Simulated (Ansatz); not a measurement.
# B2BrH3O: an energy map over angle B1–B2–O3 and dihedral B1–B2–O3–H7

A grid of calculations on B2BrH3O, SMILES BB(O)Br, to see where the energy is lowest and how it rises around there.

Computed with Ansatz 0.2.0. Level: RHF/def2-TZVP.

### Step 1. Starting geometry

SMILES `BB(O)Br`, 7 atoms, charge 0, spin multiplicity 1.

Atoms are counted from 1 here; the program's logs count them from 0.

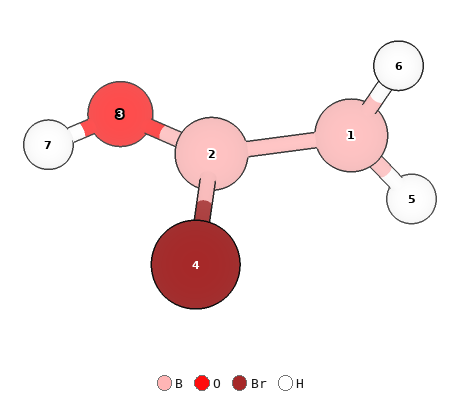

Start geometry, drawn with colours as in the key; atoms are numbered from 1 in the order of the file.

Coordinates:

```xyz
7
B2BrH3O
B    -0.6262    1.0497    0.1095
B     0.2176   -0.3838    0.0714
O     0.6416   -1.2917    0.9700
Br    0.5804   -0.6015   -1.8714
H    -1.8320    1.0784   -0.0606
H    -0.0487    2.1210    0.1625
H     1.1286   -2.0400    0.5728
```

This geometry comes from a loose relaxation at PBE in a small basis, which is not shown.

### Step 2. Relaxing the molecule

input.yaml reads:

```yaml
crystal:
  periodic: [false, false, false]
  atoms:
    - { symbol: B, position_ang: [-0.626201, 1.049731, 0.109452] }
    - { symbol: B, position_ang: [0.217573, -0.383788, 0.071403] }
    - { symbol: O, position_ang: [0.64157, -1.29173, 0.970011] }
    - { symbol: Br, position_ang: [0.580426, -0.601547, -1.871359] }
    - { symbol: H, position_ang: [-1.832004, 1.078375, -0.060565] }
    - { symbol: H, position_ang: [-0.04868, 2.120979, 0.162506] }
    - { symbol: H, position_ang: [1.128615, -2.04002, 0.572752] }
basis:
  gaussian: { orbitals: def2-TZVP }
hamiltonian:
  xc: hf
output:
  forces: true
relax:
  f_tol: 0.003
  max_steps: 120
```

Launch:

```sh
ansatz run input.yaml --threads 1 --pin off --max-ram 2560MiB --backend cpu --events-out ev --progress --plain --runs-dir out
```

Standard output, shortened:

```text
Warning: RAYON_NUM_THREADS=1 ignored (pool sized by the plan → 1); use --threads N
[...]
Functional definition: HF
[...]
1219 factors; their error is unknown
[...]
mean field -73430.00539889 eV, -2698.5029257640 hartree, gradient 1.8e-5 eV, S^2 0.000000; 0 other end points of the search recorded, 0 dependent functions left out
[...]
reference -73430.00539889 eV, -2698.5029257640 hartree; 28, 28 occupied and 131, 131 virtual orbitals, 1219 factors
relax step   1: F+E_penalty+E_count = -73430.00539889 eV  Δ(F+E_penalty+E_count) = +0.000e0 eV  max|allowed force component| = 1.484e0 eV/Å  Δτ_max = 0.0000 Å  (35 SCF iters, accepted)
[...]
relax step   3: F+E_penalty+E_count = -73430.11789367 eV  Δ(F+E_penalty+E_count) = -1.469e-2 eV  max|allowed force component| = 5.713e-1 eV/Å  Δτ_max = 0.1195 Å  (38 SCF iters, accepted)
[...]
relax step   5: F+E_penalty+E_count = -73430.13619799 eV  Δ(F+E_penalty+E_count) = -1.830e-2 eV  max|allowed force component| = 1.604e-1 eV/Å  Δτ_max = 0.0282 Å  (31 SCF iters, accepted)
[...]
relax step   7: F+E_penalty+E_count = -73430.13668271 eV  Δ(F+E_penalty+E_count) = +1.786e-3 eV  max|allowed force component| = 2.100e-1 eV/Å  Δτ_max = 0.0226 Å  (32 SCF iters, rejected (line search))
[...]
relax step   8: F+E_penalty+E_count = -73430.13915073 eV  Δ(F+E_penalty+E_count) = -6.818e-4 eV  max|allowed force component| = 1.287e-2 eV/Å  Δτ_max = 0.0113 Å  (32 SCF iters, accepted)
[...]
relax step   9: F+E_penalty+E_count = -73430.13917489 eV  Δ(F+E_penalty+E_count) = -2.416e-5 eV  max|allowed force component| = 2.218e-3 eV/Å  Δτ_max = 0.0044 Å  (32 SCF iters, accepted)
1219 factors; their error is unknown
mean field -73430.13917489 eV, -2698.5078419413 hartree, gradient 1.4e-5 eV, S^2 0.000000; 1 other end points of the search recorded, 0 dependent functions left out
[...]
reference -73430.13917489 eV, -2698.5078419413 hartree; 28, 28 occupied and 131, 131 virtual orbitals, 1219 factors
Total energy: -73430.13917489 eV, -2698.5078419413 hartree
Atom 0 at    -0.641981     1.074526     0.123573 Å, force    -0.000369     0.000629    -0.000399 eV/Å
Atom 1 at     0.226444    -0.366874    -0.077109 Å, force    -0.000036     0.000325    -0.000424 eV/Å
Atom 2 at     0.598113    -1.201995     0.890030 Å, force    -0.000514     0.000508    -0.000283 eV/Å
Atom 3 at     0.708986    -0.802530    -1.950112 Å, force     0.000076     0.000203     0.001090 eV/Å
Atom 4 at    -1.830361     1.086264     0.064117 Å, force     0.002218     0.000533     0.000754 eV/Å
Atom 5 at    -0.079326     2.111280     0.280084 Å, force    -0.001596    -0.001734    -0.000512 eV/Å
Atom 6 at     1.079424    -1.968672     0.623617 Å, force     0.000221    -0.000465    -0.000224 eV/Å
Dipole moment:     0.056032    -0.136244     0.195171 e Å
```

Run time: 37 s. Hardware: 1 thread of Arm Neoverse V2, shared host; peak memory 0.34 GiB.

The steps of the relaxation: (the energy doesn't fall at every step)

```
step  energy from step 1 (eV)  largest force component (eV/Å)
   1                   0.0000                          1.4843
   2                  -0.0978                          0.4079
   3                  -0.1125                          0.5713
   4                  -0.1071                          1.2357
   5                  -0.1308                          0.1604
   6                  -0.1331                          0.0796
   7                  -0.1313                          0.2100
   8                  -0.1338                          0.0129
   9                  -0.1338                          0.0022
```

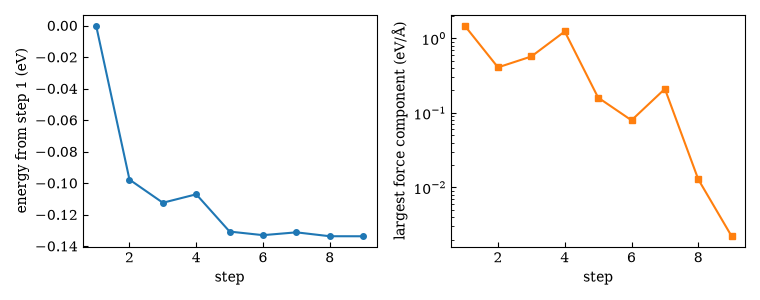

Energy and force, step by step.

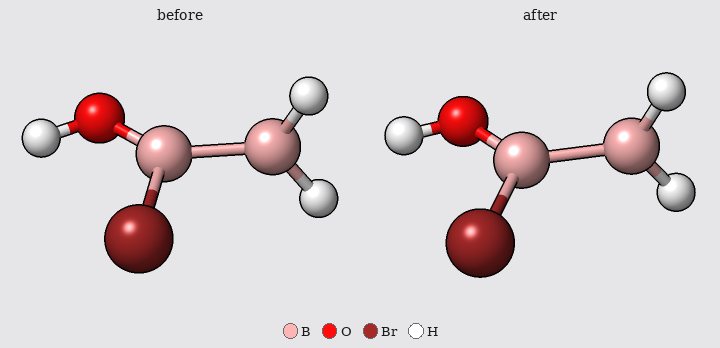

Before and after, at one scale.

Distances of close pairs at the start and the end, largest changes first:

```
  bond  before (Å)  after (Å)  change (Å)
 O3–H7       0.977      0.944      -0.034
 B1–B2       1.664      1.695      +0.031
 B1–H6       1.218      1.190      -0.028
 B1–H5       1.218      1.190      -0.028
 B2–O3       1.346      1.331      -0.015
B2–Br4       1.988      1.983      -0.006
```

### Step 3. Setting up the map

First coordinate, angle B1–B2–O3: 11 values from 91.2 to 161.2 °. Second coordinate, dihedral B1–B2–O3–H7: 12 values from −180 to 150 °, periodic.

Nothing else is relaxed (all other coordinates rigid). Energies count from the relaxed molecule at the same level. Points are written as (first, second).

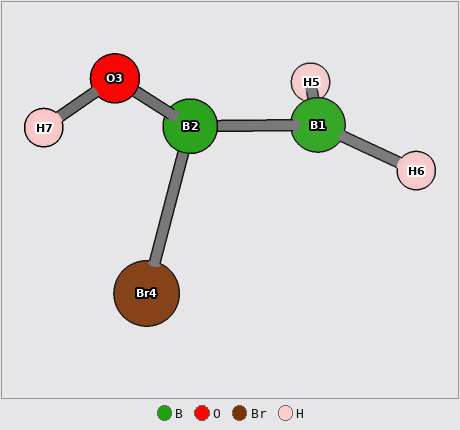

The geometry at (154.2°, −180°).

Below, 3 of the grid's runs; all are launched alike.

### Step 4. The run at (154.2°, −180°)

input.yaml reads:

```yaml
crystal:
  periodic: [false, false, false]
  atoms:
    - { symbol: B, position_ang: [-0.517311, 1.029239, -0.685192] }
    - { symbol: B, position_ang: [0.226444, -0.366874, -0.077109] }
    - { symbol: O, position_ang: [0.598113, -1.201995, 0.89003] }
    - { symbol: Br, position_ang: [0.708986, -0.80253, -1.950112] }
    - { symbol: H, position_ang: [-1.654518, 1.013785, -1.035111] }
    - { symbol: H, position_ang: [0.095699, 2.04025, -0.819395] }
    - { symbol: H, position_ang: [1.079409, -1.968681, 0.623615] }
basis:
  gaussian: { orbitals: def2-TZVP }
hamiltonian:
  xc: hf
output:
  forces: true
```

Launch:

```sh
ansatz run input.yaml --threads 1 --pin off --max-ram 2560MiB --backend cpu --events-out ev --progress --plain --runs-dir out
```

Standard output, shortened:

```text
Warning: RAYON_NUM_THREADS=1 ignored (pool sized by the plan → 1); use --threads N
[...]
[... 1 set-up line as earlier in the session ...]
[...]
1219 factors; their error is unknown
[...]
mean field -73429.76296212 eV, -2698.4940163769 hartree, gradient 2.1e-5 eV, S^2 0.000000; 0 other end points of the search recorded, 0 dependent functions left out
[...]
reference -73429.76296212 eV, -2698.4940163769 hartree; 28, 28 occupied and 131, 131 virtual orbitals, 1219 factors
Total energy: -73429.76296212 eV, -2698.4940163769 hartree
Atom 0 at    -0.517311     1.029239    -0.685192 Å, force    -0.196414     0.074163     1.254089 eV/Å
Atom 1 at     0.226444    -0.366874    -0.077109 Å, force    -0.089823     0.140941     0.041524 eV/Å
Atom 2 at     0.598113    -1.201995     0.890030 Å, force    -0.391262     0.672817    -0.022794 eV/Å
Atom 3 at     0.708986    -0.802530    -1.950112 Å, force     0.493720    -0.609414    -1.110764 eV/Å
Atom 4 at    -1.654518     1.013785    -1.035111 Å, force     0.094831    -0.166033    -0.064926 eV/Å
Atom 5 at     0.095699     2.040250    -0.819395 Å, force     0.111259    -0.157283    -0.066224 eV/Å
Atom 6 at     1.079409    -1.968681     0.623615 Å, force    -0.022311     0.044809    -0.030906 eV/Å
Dipole moment:     0.119779    -0.241963     0.179820 e Å
```

Wall time 3.6 s (1 thread of Arm Neoverse V2, shared host); peak memory 0.32 GiB.

On the map this point reads 8.7 kcal/mol.

### Step 5. Grid point (112.2°, −150°)

input.yaml reads:

```yaml
crystal:
  periodic: [false, false, false]
  atoms:
    - { symbol: B, position_ang: [-0.628064, 0.968012, 0.522862] }
    - { symbol: B, position_ang: [0.226444, -0.366874, -0.077109] }
    - { symbol: O, position_ang: [0.598113, -1.201995, 0.89003] }
    - { symbol: Br, position_ang: [0.708986, -0.80253, -1.950112] }
    - { symbol: H, position_ang: [-1.814666, 0.946523, 0.609084] }
    - { symbol: H, position_ang: [-0.063196, 1.970832, 0.824871] }
    - { symbol: H, position_ang: [1.392907, -1.689343, 0.744345] }
basis:
  gaussian: { orbitals: def2-TZVP }
hamiltonian:
  xc: hf
output:
  forces: true
```

Launch:

```sh
ansatz run input.yaml --threads 1 --pin off --max-ram 2560MiB --backend cpu --events-out ev --progress --plain --runs-dir out
```

Standard output, shortened:

```text
Warning: RAYON_NUM_THREADS=1 ignored (pool sized by the plan → 1); use --threads N
[...]
[... 1 set-up line as earlier in the session ...]
[...]
1219 factors; their error is unknown
[...]
mean field -73429.90524912 eV, -2698.4992453278 hartree, gradient 2.2e-5 eV, S^2 0.000000; 0 other end points of the search recorded, 0 dependent functions left out
[...]
reference -73429.90524912 eV, -2698.4992453278 hartree; 28, 28 occupied and 131, 131 virtual orbitals, 1219 factors
Total energy: -73429.90524912 eV, -2698.4992453278 hartree
Atom 0 at    -0.628064     0.968012     0.522862 Å, force    -0.371479     0.339538    -0.984975 eV/Å
Atom 1 at     0.226444    -0.366874    -0.077109 Å, force    -0.175710     0.105322     0.066485 eV/Å
Atom 2 at     0.598113    -1.201995     0.890030 Å, force     0.784395    -0.177122     0.350270 eV/Å
Atom 3 at     0.708986    -0.802530    -1.950112 Å, force    -0.057148     0.287198     0.320919 eV/Å
Atom 4 at    -1.814666     0.946523     0.609084 Å, force     0.004462    -0.024158     0.219985 eV/Å
Atom 5 at    -0.063196     1.970832     0.824871 Å, force     0.052640    -0.071228     0.144943 eV/Å
Atom 6 at     1.392907    -1.689343     0.744345 Å, force    -0.237161    -0.459551    -0.117627 eV/Å
Dipole moment:     0.172750    -0.043726     0.217425 e Å
```

Run time: 3.6 s. Hardware: 1 thread of Arm Neoverse V2, shared host; peak memory 0.32 GiB.

That is 5.4 kcal/mol from the zero.

### Step 6. Grid point (126.2°, −180°)

input.yaml reads:

```yaml
crystal:
  periodic: [false, false, false]
  atoms:
    - { symbol: B, position_ang: [-0.641993, 1.074461, 0.123989] }
    - { symbol: B, position_ang: [0.226444, -0.366874, -0.077109] }
    - { symbol: O, position_ang: [0.598113, -1.201995, 0.89003] }
    - { symbol: Br, position_ang: [0.708986, -0.80253, -1.950112] }
    - { symbol: H, position_ang: [-1.830381, 1.086181, 0.064683] }
    - { symbol: H, position_ang: [-0.079346, 2.111196, 0.280651] }
    - { symbol: H, position_ang: [1.079409, -1.968681, 0.623615] }
basis:
  gaussian: { orbitals: def2-TZVP }
hamiltonian:
  xc: hf
output:
  forces: true
```

Launch:

```sh
ansatz run input.yaml --threads 1 --pin off --max-ram 2560MiB --backend cpu --events-out ev --progress --plain --runs-dir out
```

Standard output, shortened:

```text
Warning: RAYON_NUM_THREADS=1 ignored (pool sized by the plan → 1); use --threads N
[...]
[... 1 set-up line as earlier in the session ...]
[...]
1219 factors; their error is unknown
[...]
mean field -73430.13917481 eV, -2698.5078419381 hartree, gradient 2.0e-5 eV, S^2 0.000000; 0 other end points of the search recorded, 0 dependent functions left out
[...]
reference -73430.13917481 eV, -2698.5078419381 hartree; 28, 28 occupied and 131, 131 virtual orbitals, 1219 factors
Total energy: -73430.13917481 eV, -2698.5078419381 hartree
Atom 0 at    -0.641993     1.074461     0.123989 Å, force    -0.000392     0.000891    -0.001349 eV/Å
Atom 1 at     0.226444    -0.366874    -0.077109 Å, force    -0.000061     0.000333    -0.000204 eV/Å
Atom 2 at     0.598113    -1.201995     0.890030 Å, force    -0.000231    -0.000022    -0.000340 eV/Å
Atom 3 at     0.708986    -0.802530    -1.950112 Å, force    -0.000124     0.000449     0.001483 eV/Å
Atom 4 at    -1.830381     1.086181     0.064683 Å, force     0.002187     0.000543     0.000921 eV/Å
Atom 5 at    -0.079346     2.111196     0.280651 Å, force    -0.001624    -0.001723    -0.000344 eV/Å
Atom 6 at     1.079409    -1.968681     0.623615 Å, force     0.000245    -0.000472    -0.000167 eV/Å
Dipole moment:     0.056023    -0.136238     0.195150 e Å
```

Wall time 3.7 s (1 thread of Arm Neoverse V2, shared host); peak memory 0.32 GiB.

That is 0.0 kcal/mol from the zero.

### Step 7. Energy over the grid

132 points were computed. Energies in kcal/mol, from the relaxed molecule at the same level:

```csv
"dihedral B1–B2–O3–H7 (°) ↓, angle B1–B2–O3 (°) →",91.2,98.2,105.2,112.2,119.2,126.2,133.2,140.2,147.2,154.2,161.2
150,18.7,13.2,8.7,5.4,3.4,2.7,3.2,4.8,7.4,10.9,15.7
120,24.3,19.2,14.9,11.5,9.4,8.5,8.7,10.1,12.4,15.7,20.2
90,28.8,23.7,19.2,15.6,13.2,12.0,12.1,13.2,15.3,18.4,22.7
60,29.3,23.2,18.1,14.1,11.4,10.0,9.9,10.9,12.9,15.9,20.1
30,27.9,20.6,14.6,10.1,7.0,5.4,5.1,6.1,8.1,11.1,15.3
0,27.6,19.5,13.0,8.2,4.9,3.2,2.9,3.8,5.8,8.7,13.0
−30,27.9,20.6,14.6,10.1,7.0,5.4,5.1,6.1,8.1,11.1,15.3
−60,29.3,23.2,18.1,14.1,11.4,10.0,9.9,10.9,12.9,15.9,20.1
−90,28.8,23.7,19.2,15.6,13.2,12.0,12.1,13.2,15.3,18.4,22.7
−120,24.3,19.2,14.9,11.6,9.4,8.5,8.7,10.1,12.4,15.7,20.2
−150,18.7,13.2,8.7,5.4,3.4,2.7,3.2,4.8,7.4,10.9,15.7
−180,16.3,10.5,5.9,2.6,0.6,0.0,0.6,2.3,5.0,8.7,13.5
```

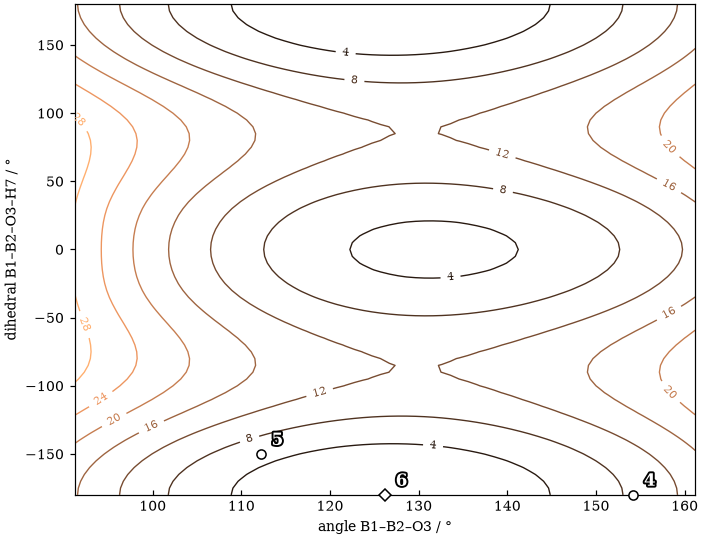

The map; numbers mark the steps of this session that print a point's run. In the figure: contour lines labelled in kcal/mol.

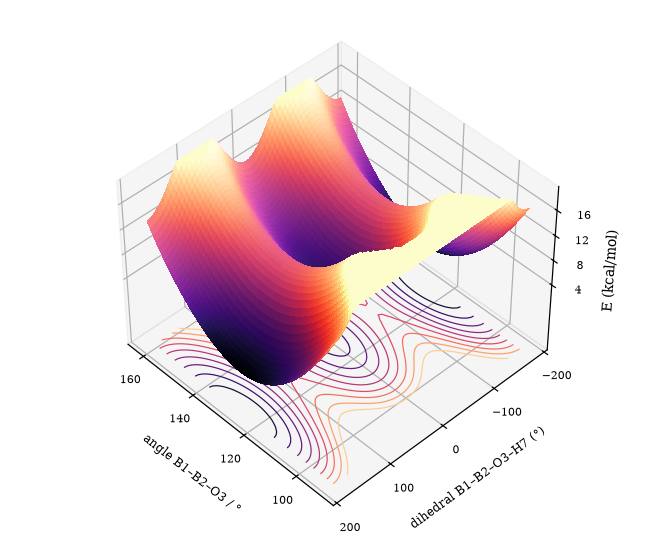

The same map in relief. Drawn: a relief with its contours projected below, any walls above the top of the colour scale cut off.

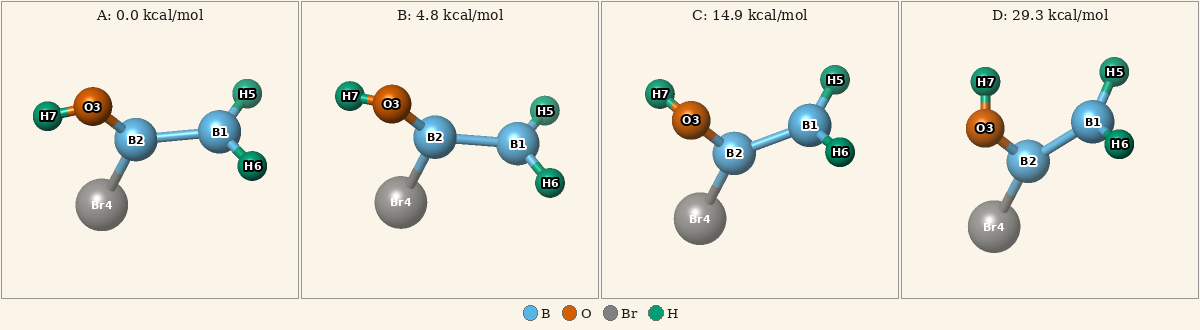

Structures on the grid, at one scale: A at (126.2°, −180°); B at (140.2°, 150°); C at (105.2°, 120°); D at (91.2°, 60°).

On the same grid, largest force on an atom (eV/Å):

```
dihedral B1–B2–O3–H7 (°) ↓, angle B1–B2–O3 (°) →  91.2  98.2  105.2  112.2  119.2  126.2  133.2  140.2  147.2  154.2  161.2
                                             150  2.44  2.08   1.61   1.11   0.69   0.63   0.68   0.84   1.12   1.38   1.97
                                             120  2.40  2.13   1.71   1.23   0.95   0.85   0.84   0.88   1.05   1.41   2.00
                                              90  2.52  2.26   1.83   1.37   1.04   0.80   0.82   0.82   0.95   1.34   1.93
                                              60  2.85  2.48   2.00   1.63   1.27   0.96   0.71   0.71   0.93   1.17   1.75
                                              30  3.32  2.79   2.17   1.54   1.09   0.81   0.61   0.62   0.93   1.08   1.56
                                               0  3.57  2.96   2.28   1.60   0.95   0.44   0.27   0.61   0.92   1.08   1.48
                                             −30  3.31  2.78   2.17   1.54   1.09   0.81   0.61   0.62   0.93   1.08   1.56
                                             −60  2.85  2.48   2.00   1.63   1.27   0.96   0.71   0.71   0.93   1.17   1.75
                                             −90  2.52  2.26   1.83   1.37   1.04   0.80   0.82   0.82   0.95   1.34   1.93
                                            −120  2.40  2.13   1.72   1.23   0.95   0.85   0.84   0.88   1.05   1.41   2.00
                                            −150  2.44  2.08   1.62   1.11   0.69   0.63   0.68   0.84   1.12   1.38   1.97
                                            −180  2.48  2.07   1.57   1.03   0.51   0.00   0.46   0.85   1.13   1.36   1.94
```

On the same grid, dipole moment (D):

| dihedral B1–B2–O3–H7 (°) ↓, angle B1–B2–O3 (°) → | 91.2 | 98.2 | 105.2 | 112.2 | 119.2 | 126.2 | 133.2 | 140.2 | 147.2 | 154.2 | 161.2 |
| --- | --- | --- | --- | --- | --- | --- | --- | --- | --- | --- | --- |
| 150 | 1.42 | 1.35 | 1.33 | 1.35 | 1.38 | 1.43 | 1.47 | 1.52 | 1.59 | 1.71 | 1.94 |
| 120 | 1.86 | 1.83 | 1.85 | 1.88 | 1.93 | 1.97 | 2.00 | 2.02 | 2.03 | 2.08 | 2.19 |
| 90 | 2.22 | 2.28 | 2.34 | 2.40 | 2.46 | 2.51 | 2.53 | 2.53 | 2.50 | 2.47 | 2.49 |
| 60 | 2.43 | 2.56 | 2.67 | 2.77 | 2.85 | 2.90 | 2.93 | 2.92 | 2.86 | 2.77 | 2.70 |
| 30 | 2.52 | 2.70 | 2.84 | 2.97 | 3.06 | 3.13 | 3.16 | 3.13 | 3.06 | 2.94 | 2.81 |
| 0 | 2.54 | 2.74 | 2.90 | 3.03 | 3.13 | 3.20 | 3.23 | 3.20 | 3.12 | 2.99 | 2.84 |
| −30 | 2.52 | 2.70 | 2.84 | 2.97 | 3.06 | 3.13 | 3.16 | 3.13 | 3.06 | 2.94 | 2.81 |
| −60 | 2.43 | 2.56 | 2.67 | 2.77 | 2.85 | 2.90 | 2.93 | 2.92 | 2.86 | 2.77 | 2.70 |
| −90 | 2.22 | 2.27 | 2.34 | 2.40 | 2.46 | 2.51 | 2.53 | 2.53 | 2.50 | 2.47 | 2.49 |
| −120 | 1.85 | 1.83 | 1.85 | 1.88 | 1.93 | 1.96 | 2.00 | 2.01 | 2.03 | 2.08 | 2.19 |
| −150 | 1.42 | 1.35 | 1.33 | 1.35 | 1.38 | 1.43 | 1.47 | 1.52 | 1.59 | 1.71 | 1.94 |
| −180 | 1.21 | 1.12 | 1.08 | 1.09 | 1.13 | 1.17 | 1.23 | 1.29 | 1.39 | 1.56 | 1.83 |

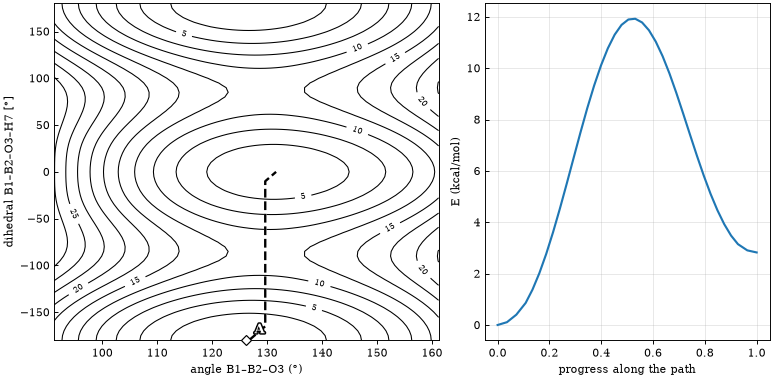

The easiest path on the interpolated surface, from A. In the figure: contour lines labelled in kcal/mol, a line along the lowest path, the energy along the path at the right. Between grid points the surface is interpolated.

### Step 8. What came out

| quantity | value |
| --- | --- |
| lowest point | (126.2°, −180°), 0.0 kcal/mol |
| highest computed point | (91.2°, 60°), 29.3 kcal/mol above the lowest |
| largest force on an atom (eV/Å) | 0.00 at (126.2°, −180°) to 3.57 at (91.2°, 0°); 0.00 at the lowest point |
| dipole moment (D) | 1.08 at (105.2°, −180°) to 3.23 at (133.2°, 0°); 1.17 at the lowest point |
| time for the whole task | 9.3 min on 1 thread, shared host |

What this shows: The lowest computed point is at (126.2°, −180°), which is the relaxed molecule at the same level itself. There is a further well near (133.2°, 0°) (2.9 kcal/mol above the lowest at that grid point). The highest computed point, (91.2°, 60°), lies 29.3 kcal/mol above the lowest. On the interpolated surface the easiest way out of the lowest well to the well at (133.2°, 0°) passes a barrier of about 12 kcal/mol. Round the minimum the two coordinates are nearly uncoupled.
